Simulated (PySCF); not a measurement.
# C₆H₈F₃N: magnetic properties

Aim: compute the magnetic properties of C₆H₈F₃N (`C[C@]1(C(F)=C(F)F)CCN1`).

Computed with PySCF 2.14.0 and routines of our own; the level stands in each step. Atoms count from 0.

## 1. The starting structure

18 atoms, charge 0, multiplicity 1; geometry from: GFN2-xTB.

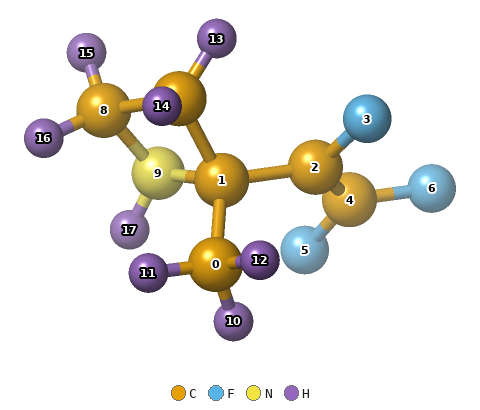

The starting geometry (carbon amber, fluorine blue, nitrogen yellow, hydrogen purple).

## 2. Magnetic properties: GIAO KT3/pcSseg-1

The job: settings as JSON, then the geometry in Å.

```
{"job": {"kind": "mag", "xc": "KT3", "basis": "pcSseg-1", "isotopologues": 0}, "charge": 0, "multiplicity": 1}
C     -0.180371    -1.468806    -0.786705
C     -0.013130    -0.183844     0.026020
C      1.385868    -0.113699     0.583904
F      1.558469    -0.655410     1.806367
C      2.430657     0.421646    -0.031635
F      2.372953     0.947595    -1.247686
F      3.665916     0.493568     0.447773
C     -1.133942     0.059995     1.057514
C     -1.652650     1.138317     0.097469
N     -0.399110     1.054344    -0.652645
H      0.508752    -1.469281    -1.629092
H     -1.198631    -1.540063    -1.163182
H      0.023608    -2.336496    -0.163412
H     -0.773190     0.453971     2.003118
H     -1.790402    -0.786515     1.238063
H     -1.815543     2.129839     0.522412
H     -2.545864     0.833606    -0.457343
H     -0.452148     1.027552    -1.662594
```

Method: GIAO KT3/pcSseg-1 magnetisability, rotational g tensor and spin-rotation constants, non-relativistic, gas phase.

Run with:

```bash
$ OMP_NUM_THREADS=1 python excited_run.py task.json out
```

One launch serves the whole session: the jobs run in the order shown.

Output:

```text
coarse grid: 15800 points
cycle   1  E = -595.4250265408  dE =  1.416e+00  |g| = 1.036e+00  |ddm| = 3.944e+00
cycle   2  E = -594.9736113666  dE =  4.514e-01  |g| = 1.920e+00  |ddm| = 2.469e+00
cycle   3  E = -595.6008447674  dE = -6.272e-01  |g| = 2.250e-01  |ddm| = 1.738e+00
cycle   4  E = -595.6101800274  dE = -9.335e-03  |g| = 1.046e-01  |ddm| = 3.106e-01
cycle   5  E = -595.6119695767  dE = -1.790e-03  |g| = 4.452e-02  |ddm| = 1.300e-01
cycle   6  E = -595.6123856670  dE = -4.161e-04  |g| = 1.512e-02  |ddm| = 5.470e-02
cycle   7  E = -595.6124413950  dE = -5.573e-05  |g| = 4.169e-03  |ddm| = 1.753e-02
cycle   8  E = -595.6124446197  dE = -3.225e-06  |g| = 9.387e-04  |ddm| = 4.318e-03
final grid: 156032 points
cycle   9  E = -595.7162489599  dE = -2.395e-04  |g| = 4.265e-02  |ddm| = 9.421e-02
cycle  10  E = -595.7155250662  dE =  7.239e-04  |g| = 7.952e-02  |ddm| = 8.575e-02
cycle  11  E = -595.7165023532  dE = -9.773e-04  |g| = 5.577e-03  |ddm| = 6.112e-02
cycle  12  E = -595.7165093912  dE = -7.038e-06  |g| = 1.751e-03  |ddm| = 6.625e-03
cycle  13  E = -595.7165100813  dE = -6.901e-07  |g| = 4.971e-04  |ddm| = 1.984e-03
cycle  14  E = -595.7165101323  dE = -5.097e-08  |g| = 2.075e-04  |ddm| = 6.459e-04
cycle  15  E = -595.7165101396  dE = -7.339e-09  |g| = 2.697e-05  |ddm| = 1.999e-04
cycle  16  E = -595.7165101397  dE = -1.294e-10  |g| = 1.305e-05  |ddm| = 4.093e-05
converged SCF energy = -595.7165101397

Magnetisability tensor (1e-30 J/T^2)
    -1285.92       79.23       56.15
       79.23    -1306.08       39.25
       56.15       39.25    -1290.42
isotropic -1294.14   principal values   -1376.88  -1329.89  -1175.65
isotropic susceptibility -77.935 1e-6 cm^3/mol

Inertial axes            a          b          c
rot. const./GHz      2.1200     0.9757     0.8463
chi total           -76.989    -80.091    -76.725
chi diamagnetic    -659.087  -1296.811  -1434.583
chi paramagnetic    582.098   1216.720   1357.859
quadrupole/D A        1.651     -2.531      0.880
g nuclear            0.5563     0.5494     0.5306
g electronic        -0.5798    -0.5577    -0.5399
g total             -0.0235    -0.0083    -0.0093

Spin-rotation constants (kHz, H = +C I.J)
atom  isotope        aa         bb         cc
  3    19F        1.150      1.052      0.362
  5    19F        1.961      1.121      1.050
  6    19F        2.528      1.197      0.989
  9    14N        0.129      0.047      0.049
 10     1H       -0.138     -0.057     -0.062
 11     1H        0.026     -0.105     -0.079
 12     1H       -0.238      0.003     -0.070
 13     1H       -0.184     -0.054     -0.020
 14     1H       -0.097     -0.066     -0.060
 15     1H       -0.228     -0.092      0.047
 16     1H        0.026     -0.082     -0.062
 17     1H       -0.286     -0.005     -0.069
  0    13C*       0.364      0.167      0.118
  1    13C*       0.486      0.176      0.201
  2    13C*       0.790      0.349      0.210
  4    13C*       0.792      0.398      0.241
  7    13C*       0.314      0.188      0.128
  8    13C*       0.402      0.175      0.162
* in the singly substituted isotopologue
```

It took 1.8 min on 1 thread of Arm Neoverse N1, shared host; peak memory 0.79 GiB.

From this job:

```
              quantity                      value
       magnetisability           -1294·10⁻³⁰ J/T²
  molar susceptibility         -77.9·10⁻⁶ cm³/mol
rotational g (a, b, c)  -0.0235, -0.0083, -0.0093
```

The fields below are evaluated on a grid from the run's orbitals.

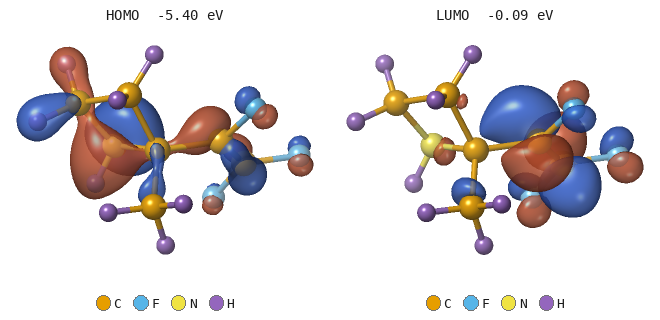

Frontier orbitals at KT3/pcSseg-1; each surface holds 70 % of the orbital's density, blue and red mark the sign.

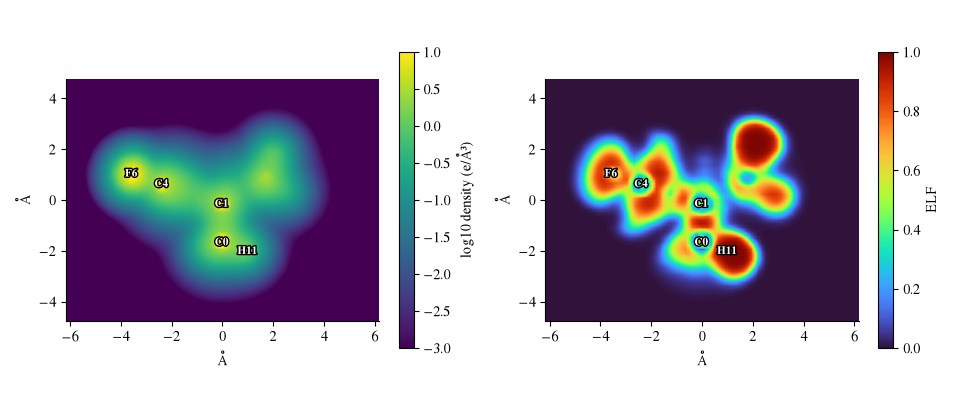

Density (left) and ELF (right) in a plane through or near 5 of the atoms.

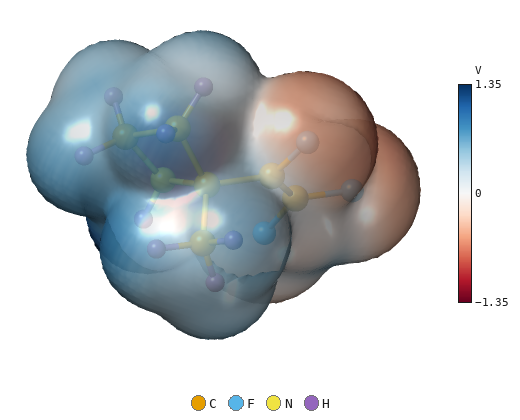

Electrostatic potential on the surface of density 0.002 e/bohr³; red is low, blue high. It runs, from the 1st to the 99th percentile, from -1.35 V near N9 to 1.29 V near H17.

## 3. Magnetic properties: GIAO revPBE/def2-SVP

Settings changed since step 2:

```diff
@@ -1,2 +1,2 @@
-{"job": {"kind": "mag", "xc": "KT3", "basis": "pcSseg-1", "isotopologues": 0}, "charge": 0, "multiplicity": 1}
+{"job": {"kind": "mag", "xc": "revPBE", "basis": "def2-SVP"}, "charge": 0, "multiplicity": 1}
 C     -0.180371    -1.468806    -0.786705
```

With the program's defaults for keys left out, this is: GIAO revPBE/def2-SVP magnetisability, rotational g tensor and spin-rotation constants, non-relativistic, gas phase.

Output:

```text
coarse grid: 15800 points
cycle   1  E = -586.7850608610  dE =  1.285e+00  |g| = 8.528e-01  |ddm| = 4.713e+00
cycle   2  E = -586.4442415738  dE =  3.408e-01  |g| = 1.587e+00  |ddm| = 2.653e+00
cycle   3  E = -586.9182019094  dE = -4.740e-01  |g| = 2.165e-01  |ddm| = 1.800e+00
cycle   4  E = -586.9269872574  dE = -8.785e-03  |g| = 1.078e-01  |ddm| = 3.703e-01
cycle   5  E = -586.9293199524  dE = -2.333e-03  |g| = 4.048e-02  |ddm| = 1.562e-01
cycle   6  E = -586.9296838022  dE = -3.638e-04  |g| = 1.291e-02  |ddm| = 5.860e-02
cycle   7  E = -586.9297225464  dE = -3.874e-05  |g| = 3.312e-03  |ddm| = 1.859e-02
cycle   8  E = -586.9297244966  dE = -1.950e-06  |g| = 8.832e-04  |ddm| = 4.325e-03
final grid: 156032 points
cycle   9  E = -587.0288391706  dE = -5.865e-05  |g| = 1.344e-02  |ddm| = 6.627e-02
cycle  10  E = -587.0287636531  dE =  7.552e-05  |g| = 2.246e-02  |ddm| = 4.185e-02
cycle  11  E = -587.0288835677  dE = -1.199e-04  |g| = 2.999e-03  |ddm| = 2.845e-02
cycle  12  E = -587.0288852129  dE = -1.645e-06  |g| = 8.421e-04  |ddm| = 3.953e-03
cycle  13  E = -587.0288853705  dE = -1.576e-07  |g| = 3.075e-04  |ddm| = 1.264e-03
cycle  14  E = -587.0288853926  dE = -2.217e-08  |g| = 8.062e-05  |ddm| = 4.258e-04
cycle  15  E = -587.0288853940  dE = -1.361e-09  |g| = 1.628e-05  |ddm| = 1.118e-04
cycle  16  E = -587.0288853940  dE = -5.139e-11  |g| = 7.658e-06  |ddm| = 2.392e-05
converged SCF energy = -587.0288853940

Magnetisability tensor (1e-30 J/T^2)
    -1304.55       70.71       57.07
       70.71    -1333.69       28.73
       57.07       28.73    -1305.85
isotropic -1314.70   principal values   -1394.37  -1342.63  -1207.10
isotropic susceptibility -79.173 1e-6 cm^3/mol

Inertial axes            a          b          c
rot. const./GHz      2.1200     0.9757     0.8463
chi total           -78.150    -80.651    -78.718
chi diamagnetic    -658.919  -1297.030  -1434.620
chi paramagnetic    580.769   1216.379   1355.902
quadrupole/D A        1.316     -2.208      0.892
g nuclear            0.5563     0.5494     0.5306
g electronic        -0.5784    -0.5576    -0.5391
g total             -0.0222    -0.0081    -0.0085

Spin-rotation constants (kHz, H = +C I.J)
atom  isotope        aa         bb         cc
  3    19F        1.066      1.058      0.231
  5    19F        1.805      1.105      0.855
  6    19F        2.398      1.116      0.815
  9    14N        0.113      0.039      0.041
 10     1H       -0.145     -0.059     -0.065
 11     1H        0.022     -0.109     -0.082
 12     1H       -0.246      0.002     -0.072
 13     1H       -0.190     -0.057     -0.024
 14     1H       -0.102     -0.069     -0.065
 15     1H       -0.234     -0.095      0.044
 16     1H        0.020     -0.085     -0.066
 17     1H       -0.295     -0.009     -0.072
  0    13C*       0.327      0.152      0.108
  1    13C*       0.448      0.159      0.184
  2    13C*       0.757      0.343      0.198
  4    13C*       0.748      0.378      0.225
  7    13C*       0.274      0.172      0.110
  8    13C*       0.361      0.155      0.143
* in the singly substituted isotopologue
```

It took 73 s on 1 thread of Arm Neoverse N1, shared host; peak memory 0.65 GiB.

In short:

```
              quantity                      value
       magnetisability           -1315·10⁻³⁰ J/T²
  molar susceptibility         -79.2·10⁻⁶ cm³/mol
rotational g (a, b, c)  -0.0222, -0.0081, -0.0085
```

## 4. The levels compared

| level | ξ (10⁻³⁰ J/T²) | g(a) | g(b) | gap (eV) | functions | time |
| --- | --- | --- | --- | --- | --- | --- |
| GIAO KT3/pcSseg-1 | -1294 | -0.0235 | -0.0083 | 5.30 | 210 | 1.8 min |
| GIAO revPBE/def2-SVP | -1315 | -0.0222 | -0.0081 | 5.15 | 180 | 73 s |

## 5. Outcome

| quantity | value |
| --- | --- |
| magnetisability (step 2, GIAO KT3/pcSseg-1) | -1294·10⁻³⁰ J/T² |
| molar susceptibility (step 2, GIAO KT3/pcSseg-1) | -77.9·10⁻⁶ cm³/mol |
| rotational g (a, b, c) (step 2, GIAO KT3/pcSseg-1) | -0.0235, -0.0083, -0.0093 |
| surface potential, 1st and 99th percentile | -1.35 V and 1.29 V |
| magnetisability over the levels | -1315 to -1294·10⁻³⁰ J/T² |

What this shows: The magnetisability spreads by 1.6 % over 2 levels, from GIAO revPBE/def2-SVP (73 s) to GIAO KT3/pcSseg-1 (1.8 min); the runs took 73 s to 1.8 min. Two levels can agree by chance, so this spread shows no convergence. Vibrational averaging and real surroundings are missing from these values.
